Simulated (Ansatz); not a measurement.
# ClH4SSi2 radical: one species, many methods

Aim: compute ClH4SSi2 radical with functionals from several rungs and with coupled cluster. The yardstick is the atomisation energy at the CCSD(T) limit.

Method: functionals in def2-TZVPP, the program's frozen cores in correlated methods; program: Ansatz 0.2.0, Gaussian basis.

Levels to be run: LDA (SPW92), PBE-D4, revPBE-D4, BLYP-D4, r2SCAN-D4, B97M-V, PBE0-D4, B3LYP-D4, r2SCANh-D4, r2SCAN0-D4, HSE06-D4, BHLYP-D4, CAM-B3LYP-D4, LC-ωPBE, ωB97X-V, ωB97M-V, B2PLYP, PBE-QIDH; CCSD(T)/def2-SVP; CCSD(T)/def2-TZVPP; MP2/def2-QZVPP; extrapolation to the limit; RPA on PBE.

## (1) The geometry

The geometry comes from an earlier relaxation with PBE0-D4 in a triple-zeta def2 set; it is a stationary point, not always the lowest conformer.

SMILES `[SiH2]S[SiH2]Cl`, 8 atoms, charge 0, spin multiplicity 2.

Atoms are counted from 1 here; the program's logs count them from 0.

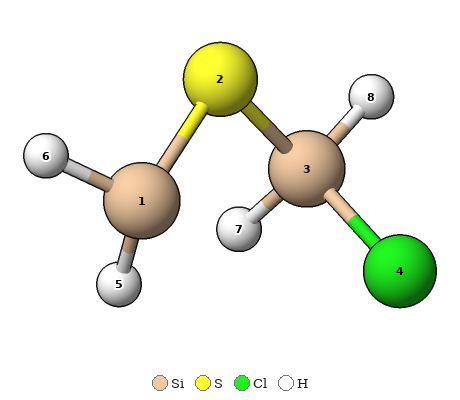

The structure; silicon light orange, sulfur yellow, chlorine green, hydrogen white; atoms are numbered from 1 in the order of the file.

## (2) LDA

This LDA is Slater exchange with PW92 correlation.

Input file in.yaml:

```yaml
crystal:
  periodic: [false, false, false]
  atoms:
    - {symbol: Si, position_ang: [-0.830039, 1.647246, 0.145635]}
    - {symbol: S, position_ang: [0.976946, 0.722979, 0.822599]}
    - {symbol: Si, position_ang: [0.613956, -1.237948, 0.096636]}
    - {symbol: Cl, position_ang: [-1.107304, -2.038698, 0.879156]}
    - {symbol: H, position_ang: [-1.242485, 1.052361, -1.158360]}
    - {symbol: H, position_ang: [-0.531703, 3.098395, 0.001533]}
    - {symbol: H, position_ang: [0.452732, -1.236876, -1.373294]}
    - {symbol: H, position_ang: [1.760097, -2.064559, 0.530295]}
basis:
  gaussian: {orbitals: def2-TZVPP}
magnetization: {spin_polarized: true, initial_magnetization: 1}
hamiltonian: {xc: lda}
output: {orbitals: {seedname: orbitals}}
```

After this run come: PBE-D4 (GGA); revPBE-D4 (GGA); BLYP-D4 (GGA); r2SCAN-D4 (meta-GGA); B97M-V (meta-GGA); PBE0-D4 (hybrid); B3LYP-D4 (hybrid); r2SCANh-D4 (hybrid); r2SCAN0-D4 (hybrid); HSE06-D4 (hybrid); BHLYP-D4 (hybrid); CAM-B3LYP-D4 (range-separated); LC-ωPBE-D4 (range-separated); ωB97X-V (range-separated); ωB97M-V (range-separated); B2PLYP (double hybrid); PBE-QIDH (double hybrid); CCSD(T) in def2-SVP; CCSD(T) in def2-TZVPP; MP2 in def2-QZVPP; RPA on PBE orbitals.

Before running them: what should the planned runs give, taken together? Wanted: atomisation energy, CCSD(T)/CBS; farthest beyond LDA; mean size of error, GGA; mean size of error, meta-GGA; mean size of error, hybrid; mean size of error, range-separated; mean size of error, double hybrid; gap, smallest and largest; T1 diagnostic.

As calculated:

```
                               quantity                                           value
        atomisation energy, CCSD(T)/CBS                                  554.8 kcal/mol
functionals within 2.8 kcal/mol (0.5 %)  PBE-D4, PBE0-D4, r2SCAN0-D4, HSE06-D4, ωB97M-V
                    farthest beyond LDA                         B2PLYP (-12.6 kcal/mol)
                mean size of error, GGA                                    5.9 kcal/mol
           mean size of error, meta-GGA                                    6.9 kcal/mol
             mean size of error, hybrid                                    3.7 kcal/mol
    mean size of error, range-separated                                    5.5 kcal/mol
      mean size of error, double hybrid                                    8.5 kcal/mol
              gap, smallest and largest        1.06 eV (LDA (SPW92)), 8.37 eV (LC-ωPBE)
                          T1 diagnostic                                          0.0137
triples share of the correlation energy                                           4.2 %
```

In words: The LDA atomisation energy is off by 66.4 kcal/mol (12 %): it overbinds. PBE-D4 is off by +0.4 kcal/mol. Double hybrids carry the basis error of their MP2 part in triple zeta, and no dispersion term here, so their miss is partly the set-up's. By mean error the best rung here is hybrid (3.7 kcal/mol) and the worst beyond LDA is double hybrid (8.5 kcal/mol). The reference freezes the cores and leaves out relativity and excitations past (T), so misses under about 2.8 kcal/mol can't be ranked. Hartree-Fock recovers 75 % of the binding; the rest is correlation. CCSD(T) in def2-SVP is off by -51.8 kcal/mol, worse than the median functional, from the basis alone. Orbital gaps span 1.1 to 8.4 eV; exact exchange widens them.
